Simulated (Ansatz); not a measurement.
# TiC (Fm-3m): modes against uniaxial strain along [001]

Wanted: the shifts of the zone-centre modes of TiC (Fm-3m) with strain.

Calculated with Ansatz 0.2.0; DFT PBEsol, scalar-relativistic, plane waves, PAW; PAW set soft_1.

The database entry behind the starting cell differs from later determinations by our own check (0.1 to 0.3 % short, probably kX units), so it need not match the best structure at ambient conditions.

### Step 1. The structure

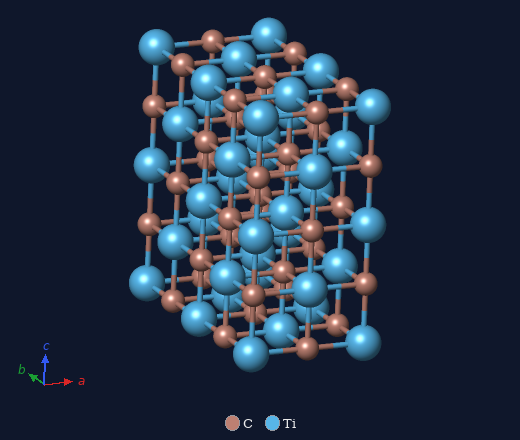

The cell as given, slightly off an axis (carbon pink, titanium blue). 1×2×2 cells are drawn. This picture shows the conventional cell, with its axes. Some periodic images of atoms are drawn too.

### Step 2. Relaxation

Harmonic phonons are second derivatives at a point where the forces vanish, and they are wanted at zero stress, so atoms and cell are relaxed first.

Contents of input.yaml:

```yaml
crystal:
  lattice:
    - [0.0, 2.1593, 2.1593]
    - [2.1593, 0.0, 2.1593]
    - [2.1593, 2.1593, 0.0]
  atoms:
    - { symbol: C, position: [0.5, 0.5, 0.5] }
    - { symbol: Ti, position: [0.0, 0.0, 0.0] }
kpoints:
  mp_grid: { grid: [16, 16, 16] }
hamiltonian:
  xc: pbesol
  pseudopotentials: { kind: paw, azcp: { folder: soft_1 }, xc_functional: pbe }
scf:
  occupations: { method: gaussian, width: 0.1 }
output:
  forces: true
  stress: true
  eigenvalues: true
  write_density: true
  write_potential: true
  elf: true
  volumetric_format: npy
relax:
  adjacent_minimum: "off"
  f_tol: 0.005
  max_steps: 80
  cell: { stress_tol: 0.05 }
```

Launch:

```sh
> ansatz run input.yaml --threads 4 --pin off --max-ram 10240MiB --backend cpu --events-out ev --progress --plain --runs-dir out
```

Numbers of over 12 decimals in the logs are rounded to 6 here.

Log:

```text
Engine: ansatz 0.2.0, x86_64-unknown-linux-gnu
Pseudopotentials: kind: paw
Pseudopotential: C, paw, valence charge 4, recommended cutoff 420 eV (normal), soft_1/C.paw.azcp
Pseudopotential: Ti, paw, valence charge 12, recommended cutoff 420 eV (normal), soft_1/Ti.paw.azcp
Functional definition: PBEsol
  exchange = pbesol_x
  correlation = pbesol_c
Crystal: 2 atoms, lattice volume = 20.136 Å³
Basis set: ecut = 420 eV, 411 PW (Γ), exchange–correlation on 48×48×48 points (8 copies of the dense FFT grid, shifted against one another)
Bands: 12, of which v1, the nominal top of the filled ones, is band 8 counted from 1 (7 counted from 0)
Symmetry: 48 space group operations
Space group: Fm-3m (ITA 225), of the structure as read, at distance tolerance 2.7e-5 Å
k-points: 145 of 4096
Non-local potential: C, projectors of the file, l = 0: 2, l = 1: 2, l = 2: 1
Non-local potential: Ti, projectors of the file, l = 0: 3, l = 1: 2, l = 2: 3, l = 3: 1
PAW form: soft (Blöchl's): semilocal exchange-correlation on the pseudo side does not see the compensation charge
PAW frozen core: C, regenerated for the run's functional, and the local potential with it (the file was generated under x = pbe(κ = 0.804, μ = 0.219515), c = pbe(β = 0.066725))
PAW frozen core: Ti, regenerated for the run's functional, and the local potential with it (the file was generated under x = pbe(κ = 0.804, μ = 0.219515), c = pbe(β = 0.066725))
PAW one-centre angular grid: C, 110 points (default); XC on 64 Gauss nodes
PAW one-centre angular grid: Ti, 590 points (default); XC on 64 Gauss nodes
Initial density: superposition of atomic densities (chi_scale 0.1, normalization cell, long waves kept (reshape's long-wave potential 0.00 eV rms))
Initial wavefunctions: pseudopotential atomic-orbital guess
Functional: x = pbesol(κ = 0.804, μ = 0.123457), c = pbesol(β = 0.046)
SCF iter   1: F=—  HF=-2723.399516 eV  |F-HF|=—  |Δ(HF+E_count)|=         —  Δρ=1.37e-1  dr2=4.91e0  ethr=3.10e-3  ⟨swp⟩=4.3  Hψ=8551  notcnv=0
preconditioner: auto → none  [insulator: Δε(μ)=0.124 eV  Ē_g=9.081 eV  σ=0.100 eV  W_gap=0.57  n_scr=8 (ndim 8)  ℏωp=23.4 eV  f_vac=0.000  D(μ)=0.23/eV (n_scr^D=0)  ε∞_Penn≈7.6]
SCF iter   2: F=—  HF=-2722.548306 eV  |F-HF|=—  |Δ(HF+E_count)|=   8.51e-1  Δρ=5.13e-2  dr2=6.85e-1  ethr=3.10e-3  ⟨swp⟩=2.6  Hψ=3903  notcnv=0  defer=1
SCF iter   3: F=—  HF=-2722.420997 eV  |F-HF|=—  |Δ(HF+E_count)|=   1.27e-1  Δρ=5.91e-3  dr2=3.47e-3  ethr=3.10e-3  ⟨swp⟩=2.4  Hψ=2930  notcnv=0  defer=1
SCF iter   4: F=—  HF=-2722.420157 eV  |F-HF|=—  |Δ(HF+E_count)|=   8.40e-4  Δρ=1.43e-3  dr2=1.33e-4  ethr=2.17e-5  ⟨swp⟩=2.7  Hψ=4015  notcnv=0  defer=1
SCF iter   5: F=—  HF=-2722.420202 eV  |F-HF|=—  |Δ(HF+E_count)|=   4.46e-5  Δρ=2.98e-4  dr2=1.27e-5  ethr=8.33e-7  ⟨swp⟩=1.2  Hψ=1931  notcnv=0  defer=1
SCF iter   6: F=—  HF=-2722.420200 eV  |F-HF|=—  |Δ(HF+E_count)|=   1.55e-6  Δρ=2.31e-5  dr2=4.02e-8  ethr=6.25e-10  ⟨swp⟩=6.0  Hψ=9799  notcnv=0
SCF iter   7: F=-2722.420200 eV  HF=-2722.420200 eV  |F-HF|=1.12e-10  |Δ(HF+E_count)|=  1.95e-10  Δρ=1.48e-6  dr2=2.14e-10  ethr=2.51e-10  ⟨swp⟩=4.9  Hψ=8574  notcnv=0
SCF 1 converged in 7 iterations: F = -2722.420200 eV  dr2 = 2.14e-10
  greatest PAW one-centre occupation: 0.998 electrons in one spin orbital (limit 2), on the Ti atom at site 1 (counted from 0), in its partial waves of l = 0
relax step   1: F+E_penalty+E_count = -2722.42020021 eV  Δ(F+E_penalty+E_count) = +0.000e0 eV  max|allowed force component| = 2.340e-29 eV/Å  Δτ_max = 0.0000 Å  P = -4.622 GPa  Ω = 20.136 Å³  (7 SCF iters, dr2 threshold 1.00e-7 eV, accepted)
Crystal: 2 atoms, lattice volume = 19.821 Å³
Basis set: ecut = 420 eV, 387 PW (Γ), exchange–correlation on 48×48×48 points (8 copies of the dense FFT grid, shifted against one another)
Initial density: handed on by an earlier stage of this run
Initial wavefunctions: those handed on with the density
iter 1 solved again at ethr=2.26e-5 eV; its pass at ethr=3.10e-3 eV (dr2=3.61e-3 eV) is discarded
SCF iter   1: F=—  HF=-2722.426364 eV  |F-HF|=—  |Δ(HF+E_count)|=         —  Δρ=3.54e-3  dr2=3.26e-3  ethr=2.26e-5  ⟨swp⟩=1.0  Hψ=10623  notcnv=0
preconditioner: auto → none  [metal: Δε(μ)=0.013 eV  Ē_g=8.070 eV  σ=0.100 eV  W_gap=0.08  n_scr=8 (ndim 8)  ℏωp=23.6 eV  f_vac=0.000  D(μ)=0.40/eV (n_scr^D=0)]
SCF iter   2: F=—  HF=-2722.425847 eV  |F-HF|=—  |Δ(HF+E_count)|=   5.17e-4  Δρ=1.30e-3  dr2=4.59e-4  ethr=2.04e-5  ⟨swp⟩=1.8  Hψ=1910  notcnv=0
SCF iter   3: F=—  HF=-2722.425763 eV  |F-HF|=—  |Δ(HF+E_count)|=   8.41e-5  Δρ=1.26e-4  dr2=3.16e-6  ethr=2.87e-6  ⟨swp⟩=2.0  Hψ=2010  notcnv=0
SCF iter   4: F=—  HF=-2722.425762 eV  |F-HF|=—  |Δ(HF+E_count)|=   1.11e-6  Δρ=2.84e-5  dr2=5.84e-8  ethr=1.98e-8  ⟨swp⟩=2.1  Hψ=2193  notcnv=0
iter 5 did not close the SCF: its close was put off for the readings that it lacked (scf_convergence_deferred on its scf_iter line)
SCF iter   5: F=-2722.425762 eV  HF=-2722.425762 eV  |F-HF|=6.32e-11  |Δ(HF+E_count)|=   3.65e-8  Δρ=1.81e-6  dr2=3.03e-10  ethr=3.65e-10  ⟨swp⟩=2.6  Hψ=2679  notcnv=0
SCF iter   6: F=-2722.425762 eV  HF=-2722.425762 eV  |F-HF|=7.28e-12  |Δ(HF+E_count)|=  2.68e-11  Δρ=2.09e-7  dr2=9.17e-12  ethr=1.89e-12  ⟨swp⟩=3.8  Hψ=7049  notcnv=0
SCF 2 converged in 6 iterations: F = -2722.425762 eV  dr2 = 9.17e-12
relax step   2: F+E_penalty+E_count = -2722.42576197 eV  Δ(F+E_penalty+E_count) = -5.562e-3 eV  max|allowed force component| = 2.728e-30 eV/Å  Δτ_max = 0.0000 Å  P = -0.557 GPa  Ω = 19.821 Å³  energy of the carried Pulay correction = +4.247e-4 eV  (6 SCF iters, dr2 threshold 2.00e-7 eV, accepted)
Crystal: 2 atoms, lattice volume = 19.779 Å³
iter 1 solved again at ethr=4.14e-7 eV; its pass at ethr=3.10e-3 eV (dr2=6.62e-5 eV) is discarded
SCF iter   1: F=—  HF=-2722.425902 eV  |F-HF|=—  |Δ(HF+E_count)|=         —  Δρ=4.83e-4  dr2=6.05e-5  ethr=4.14e-7  ⟨swp⟩=1.0  Hψ=10031  notcnv=0
preconditioner: auto → none  [metal: Δε(μ)=0.013 eV  Ē_g=8.066 eV  σ=0.100 eV  W_gap=0.07  n_scr=8 (ndim 8)  ℏωp=23.6 eV  f_vac=0.000  D(μ)=0.39/eV (n_scr^D=0)]
SCF iter   2: F=—  HF=-2722.425893 eV  |F-HF|=—  |Δ(HF+E_count)|=   9.25e-6  Δρ=1.78e-4  dr2=8.58e-6  ethr=3.78e-7  ⟨swp⟩=1.8  Hψ=1915  notcnv=0
iter 3 did not close the SCF: its close was put off for the readings that it lacked (scf_convergence_deferred on its scf_iter line)
SCF iter   3: F=-2722.425891 eV  HF=-2722.425891 eV  |F-HF|=3.60e-8  |Δ(HF+E_count)|=   1.54e-6  Δρ=1.71e-5  dr2=5.84e-8  ethr=5.36e-8  ⟨swp⟩=2.0  Hψ=2013  notcnv=0
iter 4 did not close the SCF: its close was put off for the readings that it lacked (scf_convergence_deferred on its scf_iter line)
SCF iter   4: F=-2722.425891 eV  HF=-2722.425891 eV  |F-HF|=4.80e-10  |Δ(HF+E_count)|=  4.85e-10  Δρ=3.85e-6  dr2=1.08e-9  ethr=3.65e-10  ⟨swp⟩=2.1  Hψ=2185  notcnv=0
iter 5 did not close the SCF: its close was put off for the readings that it lacked (scf_convergence_deferred on its scf_iter line)
SCF iter   5: F=-2722.425891 eV  HF=-2722.425891 eV  |F-HF|=1.36e-12  |Δ(HF+E_count)|=  6.65e-10  Δρ=2.49e-7  dr2=5.82e-12  ethr=6.74e-12  ⟨swp⟩=2.6  Hψ=2652  notcnv=0
SCF iter   6: F=-2722.425891 eV  HF=-2722.425891 eV  |F-HF|=4.55e-13  |Δ(HF+E_count)|=  9.09e-13  Δρ=2.85e-8  dr2=1.81e-13  ethr=1.00e-12  ⟨swp⟩=3.5  Hψ=6252  notcnv=0
SCF 3 converged in 6 iterations: F = -2722.425891 eV  dr2 = 1.81e-13
relax step   3: F+E_penalty+E_count = -2722.42589142 eV  Δ(F+E_penalty+E_count) = -1.295e-4 eV  max|allowed force component| = 2.761e-30 eV/Å  Δτ_max = 0.0000 Å  P = +0.015 GPa  Ω = 19.779 Å³  energy of the carried Pulay correction = +4.824e-4 eV  (6 SCF iters, dr2 threshold 2.00e-7 eV, accepted)
Initial wavefunctions: pseudopotential atomic-orbital guess (no wavefunctions were taken with the density)
iter 1 solved again at ethr=1.01e-9 eV; its pass at ethr=3.10e-3 eV (dr2=1.62e-7 eV) is discarded
SCF iter   1: F=—  HF=-2722.425431 eV  |F-HF|=—  |Δ(HF+E_count)|=         —  Δρ=4.94e-5  dr2=7.04e-8  ethr=1.01e-9  ⟨swp⟩=3.0  Hψ=13539  notcnv=0
preconditioner: auto → none  [metal: Δε(μ)=0.012 eV  Ē_g=8.063 eV  σ=0.100 eV  W_gap=0.07  n_scr=8 (ndim 8)  ℏωp=23.6 eV  f_vac=0.000  D(μ)=0.39/eV (n_scr^D=0)]
SCF iter   2: F=—  HF=-2722.425431 eV  |F-HF|=—  |Δ(HF+E_count)|=   4.55e-7  Δρ=2.45e-5  dr2=1.43e-8  ethr=4.40e-10  ⟨swp⟩=2.6  Hψ=2364  notcnv=0
SCF iter   3: F=—  HF=-2722.425431 eV  |F-HF|=—  |Δ(HF+E_count)|=   3.08e-8  Δρ=1.41e-6  dr2=7.36e-11  ethr=8.95e-11  ⟨swp⟩=2.5  Hψ=2588  notcnv=0
iter 4 did not close the SCF: its close was put off for the readings that it lacked (scf_convergence_deferred on its scf_iter line)
SCF iter   4: F=-2722.425431 eV  HF=-2722.425431 eV  |F-HF|=2.27e-12  |Δ(HF+E_count)|=  1.05e-10  Δρ=1.53e-7  dr2=2.87e-12  ethr=1.00e-12  ⟨swp⟩=2.0  Hψ=2582  notcnv=0
iter 5 did not close the SCF: its close was put off for the readings that it lacked (scf_convergence_deferred on its scf_iter line)
SCF iter   5: F=-2722.425431 eV  HF=-2722.425431 eV  |F-HF|=1.36e-12  |Δ(HF+E_count)|=    0.00e0  Δρ=3.75e-8  dr2=1.49e-13  ethr=1.00e-12  ⟨swp⟩=1.0  Hψ=1740  notcnv=0
iter 6 did not close the SCF: its close was put off for the readings that it lacked (scf_convergence_deferred on its scf_iter line)
SCF iter   6: F=-2722.425431 eV  HF=-2722.425431 eV  |F-HF|=4.55e-13  |Δ(HF+E_count)|=  9.09e-13  Δρ=7.68e-9  dr2=1.02e-14  ethr=1.00e-12  ⟨swp⟩=1.0  Hψ=1740  notcnv=0
iter 7 did not close the SCF: its close was put off for the readings that it lacked (scf_convergence_deferred on its scf_iter line)
SCF iter   7: F=-2722.425431 eV  HF=-2722.425431 eV  |F-HF|=1.36e-12  |Δ(HF+E_count)|=  9.09e-13  Δρ=9.20e-10  dr2=9.53e-17  ethr=1.00e-12  ⟨swp⟩=1.0  Hψ=1740  notcnv=0
SCF iter   8: F=-2722.425431 eV  HF=-2722.425431 eV  |F-HF|=0.00e0  |Δ(HF+E_count)|=  9.09e-13  Δρ=2.64e-10  dr2=1.67e-17  ethr=1.00e-12  ⟨swp⟩=1.8  Hψ=4262  notcnv=0
SCF 4 converged in 8 iterations: F = -2722.425431 eV  dr2 = 1.67e-17
relax step   4: F+E_penalty+E_count = -2722.42543116 eV  Δ(F+E_penalty+E_count) = +4.603e-4 eV  max|allowed force component| = 3.681e-30 eV/Å  Δτ_max = 0.0000 Å  P = -0.010 GPa  Ω = 19.779 Å³  stress off target by 1.01e-2 GPa  SCF on the basis re-selected at this cell (its energy is not comparable with the rows above)  (8 SCF iters)
basis re-selected at this cell: Δ(F+E_penalty+E_count) = +4.603e-4 eV, ΔP = -0.025 GPa vs the last step (what re-selecting the basis moved, of the pressure what is left beyond the Pulay correction that the steps carried, after the strain that the cell walked since its last selection, with what the two solves' SCF thresholds leave and, on support functions, any second-order correction that the steps lacked; it is no m [...]
SCF converged after 8 iterations
Free energy (F): -2722.425431 eV
Harris-Foulkes:  -2722.425431 eV  (|F-HF|=0.00e0)
Internal energy: -2722.423483 eV  (E = F + TS)
E sigma→0 (E₀):  -2722.424457 eV
Entropy (-TS):   -0.001948 eV (-0.974 meV/atom)
Fermi energy:    14.966068 eV
--- Per-component energies (eV) ---
  E_band       = -104.838176
  E_kinetic    = 367.205407
  E_local      = -813.407219  (includes V_loc(G=0)·N_el)
  E_nonlocal   = 84.510928
  E_hartree    = 320.811056
  E_xc         = -163.753384
  E_vxc        = -205.216395  (∫ρ·V_xc dr)
  E_paw        = -1112.189993  (= ΣΔE_a)
  E_vpaw       = -179.552946  (= ΣTr[D̂ρ^β])
  E_aug_tail   = -0.000063  (compensation charges beyond the density's cutoff)
  E_ewald      = -1405.760701
  E_core_change = 0.160485  (= ΣΔE_core)
  E_smearing   = -0.001948  (= −TS)
  E_closure    = 0.000000  (closes the sum)
  Σ components = -2722.425431   (vs F -2722.425431, Δ=0.00e0)
--- Forces (eV/Å), atoms counted from 1 ---
  atom   1  C      0.00000000    -0.00000000    -0.00000000
  atom   2  Ti    -0.00000000     0.00000000     0.00000000
  max |Σ_I F_I| component: 6.31e-30 eV/Å
--- Stress (GPa, compression-positive) ---
       -0.010100      -0.000000      -0.000000
       -0.000000      -0.010100      -0.000000
       -0.000000       0.000000      -0.010100
  P = ⅓ Tr σ = -0.0101 GPa (-0.101 kbar)
--- Band table (eV; the first three rows and the last of 145) ---
  k-point 0: bands = [... 4 lower, 2.4835, 15.6539, 15.6539, 15.6539, 16.7167, 16.7167, 16.7167, 16.7731]
  k-point 1: bands = [... 4 lower, 2.5758, 15.2052, 15.4593, 15.4593, 16.0332, 16.0332, 16.9603, 17.7870]
  k-point 2: bands = [... 4 lower, 2.8466, 14.3128, 14.6834, 14.6834, 16.1017, 16.1017, 17.3018, 18.8878]
  k-point 144: bands = [... 4 lower, 5.4413, 11.7587, 11.7587, 12.2055, 17.8660, 17.8660, 18.6529, 20.3856]
--- Relaxed structure (3 steps of the walk, 3 accepted, 1 SCFs on fresh bases) ---
  F+E_penalty+E_count = -2722.42543116 eV   max|allowed force component| = 3.681e-30 eV/Å   (the final SCF, on the basis selected at the relaxed cell)
  cell:  # Å, volume = 19.7789 Å³
    - [0, 2.146466, 2.146466]
    - [2.146466, 0, 2.146466]
    - [2.146466, 2.146466, 0]
  atoms:
    - { symbol: C, position: [0.5, 0.5, 0.5] }
    - { symbol: Ti, position: [0, 0, 0] }
```

It took 4.2 s on 4 threads of Intel Xeon at 2.70GHz, shared host; peak memory 0.39 GiB.

Step by step:

| step | energy less that of the first step (eV) | largest force component (eV/Å) | pressure (GPa) | volume (Å³) |
| --- | --- | --- | --- | --- |
| 1 | 0.0000 | 0.0000 | -4.62 | 20.14 |
| 2 | -0.0056 | 0.0000 | -0.56 | 19.82 |
| 3 | -0.0057 | 0.0000 | 0.02 | 19.78 |
| 4* | -0.0052 | 0.0000 | -0.01 | 19.78 |

Relaxation steps marked * repeat the geometry before them on a plane-wave basis chosen anew for their cell, so energy and pressure can jump there.

Forces are held to the 48 operations that the run works with; a distortion that breaks them can't arise in this run.

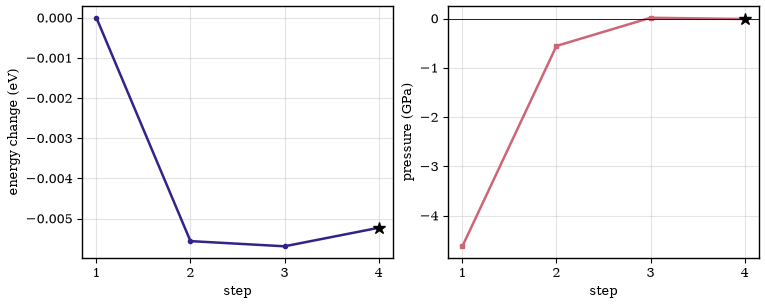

Energy and pressure along the relaxation. Stars mark steps on a basis chosen anew.

| conventional cell, symmetrised | before | after | change |
| --- | --- | --- | --- |
| a (Å) | 4.319 | 4.293 | -0.6 % |
| b (Å) | 4.319 | 4.293 | -0.6 % |
| c (Å) | 4.319 | 4.293 | -0.6 % |
| volume (Å³/atom) | 10.07 | 9.89 | -1.8 % |

The relaxed structure:

```cif
data_structure
_symmetry_space_group_name_H-M 'P 1'
_symmetry_Int_Tables_number 1
_cell_length_a 3.0356
_cell_length_b 3.0356
_cell_length_c 3.0356
_cell_angle_alpha 60.000
_cell_angle_beta 60.000
_cell_angle_gamma 60.000
_cell_volume 19.78
loop_
_atom_site_label
_atom_site_type_symbol
_atom_site_fract_x
_atom_site_fract_y
_atom_site_fract_z
_atom_site_occupancy
C1 C 0.50000 0.50000 0.50000 1
Ti2 Ti 0.00000 0.00000 0.00000 1
```

This step gave:

* pressure: -0.01010 GPa
* volume per atom: 9.889 Å³
* gap on the k-mesh: 0 eV

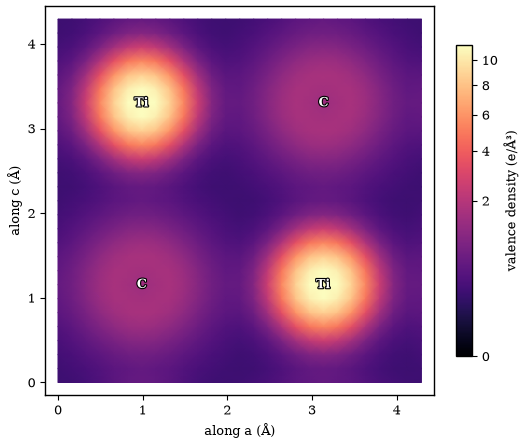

Valence density in the ac plane of the conventional cell at fractional y = 0.000, with atoms of C and Ti within 0.2 Å of it. It is the smooth field of the valence electrons, not physical close to the nuclei. The map starts off the cell's origin, so that atoms lie inside it. The colour scale is stretched toward low values.

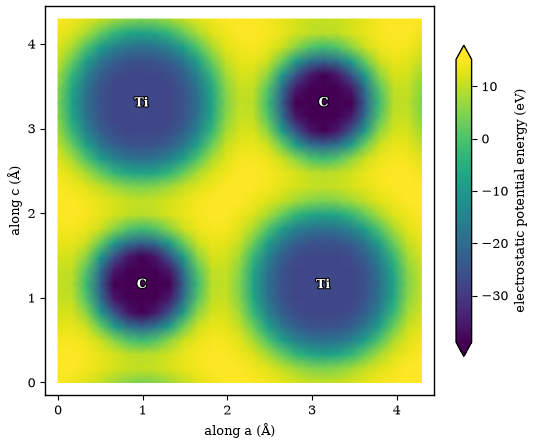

Electrostatic potential energy in the ac plane of the conventional cell at fractional y = 0.000, with atoms of C and Ti within 0.2 Å of it. With pseudopotentials it is smooth inside the atoms' cores, unlike the true potential. The map starts off the cell's origin, so that atoms lie inside it.

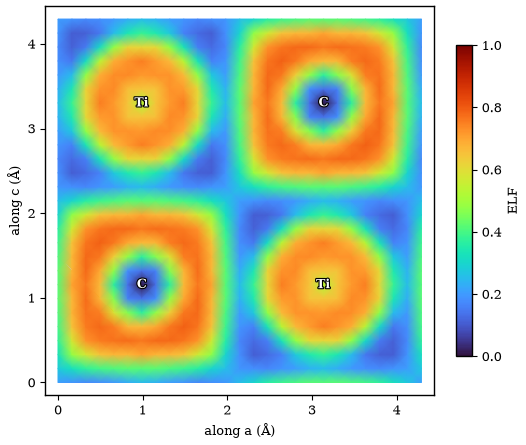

ELF in the ac plane of the conventional cell at fractional y = 0.000, with atoms of C and Ti within 0.2 Å of it. It is the smooth field of the valence electrons, not physical close to the nuclei. The map starts off the cell's origin, so that atoms lie inside it.

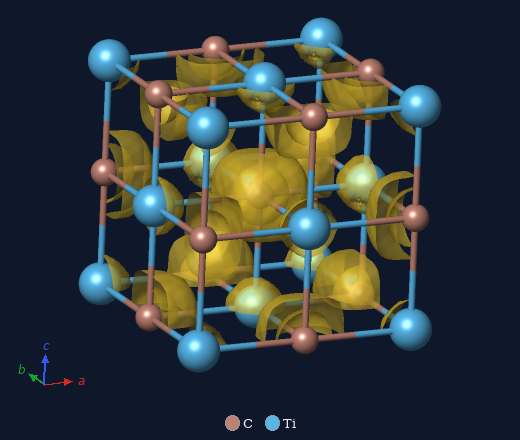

Surface of ELF = 0.71.

In this step the volume went from 10.07 to 9.89 Å³/atom.

### Step 3. Tight relaxation

Phonons need small forces and stress, so the relaxation is finished with tight tolerances on 16×16×16 k points.

input.yaml, the sections that differ from step 2:

```yaml
crystal:
  lattice:
    - [0.0, 2.1464662863, 2.1464662863]
    - [2.1464662863, 0.0, 2.1464662863]
    - [2.1464662863, 2.1464662863, 0.0]
  atoms:
    - { symbol: C, position: [0.5, 0.5, 0.5] }
    - { symbol: Ti, position: [0.0, 0.0, 0.0] }
scf:
  occupations: { method: methfessel_paxton, width: 0.2 }
output:
  forces: true
  stress: true
  eigenvalues: true
relax:
  adjacent_minimum: "off"
  f_tol: 0.001
  max_steps: 60
  cell: { stress_tol: 0.01 }
# kpoints, hamiltonian: as in step 2
```

Log:

```text
[...]
Crystal: 2 atoms, lattice volume = 19.779 Å³
Basis set: ecut = 420 eV, 387 PW (Γ), exchange–correlation on 48×48×48 points (8 copies of the dense FFT grid, shifted against one another)
Bands: 12, of which v1, the nominal top of the filled ones, is band 8 counted from 1 (7 counted from 0)
Symmetry: 48 space group operations
[...]
k-points: 145 of 4096
[...]
k-point 144: bands = [... 4 lower, 5.4421, 11.7593, 11.7593, 12.2062, 17.8665, 17.8665, 18.6532, 20.3861]
--- Relaxed structure (2 steps of the walk, 2 accepted, 2 SCFs on fresh bases) ---
[...]
cell:  # Å, volume = 19.7783 Å³
    - [0, 2.146443, 2.146443]
    - [2.146443, 0.0, 2.146443]
    - [2.146443, 2.146443, 0]
  atoms:
    - { symbol: C, position: [0.5, 0.5, 0.5] }
    - { symbol: Ti, position: [0, 0, 0] }
[key lines of the parts left out:]
SCF converged after 3 iterations
Free energy (F): -2722.424797 eV
Fermi energy:    14.968978 eV
P = ⅓ Tr σ = -0.0015 GPa (-0.015 kbar)
```

Elapsed: 3.5 s, on 4 threads; peak memory 0.38 GiB; 11 s of CPU time.

Little changed from the start: no atom moved by 0.005 Å and no cell edge by 0.1 %.

Numbers from this step:

```yaml
pressure: -0.001472 GPa
```

The forces vanish by symmetry and the pressure is -0.001 GPa, within the tolerances set. The cell now holds 9.89 Å³/atom.

[end of part 1 of 2]

[Logs are printed without paths, hosts, clocks, repeated set-up lines and the standing remarks that a program may print on its own settings, such as how far it seeks lower states.]

[Hosts, paths, dates, database ids (printed as entryN), source tags and the programs' standing remarks are cut or masked in the printed files.]
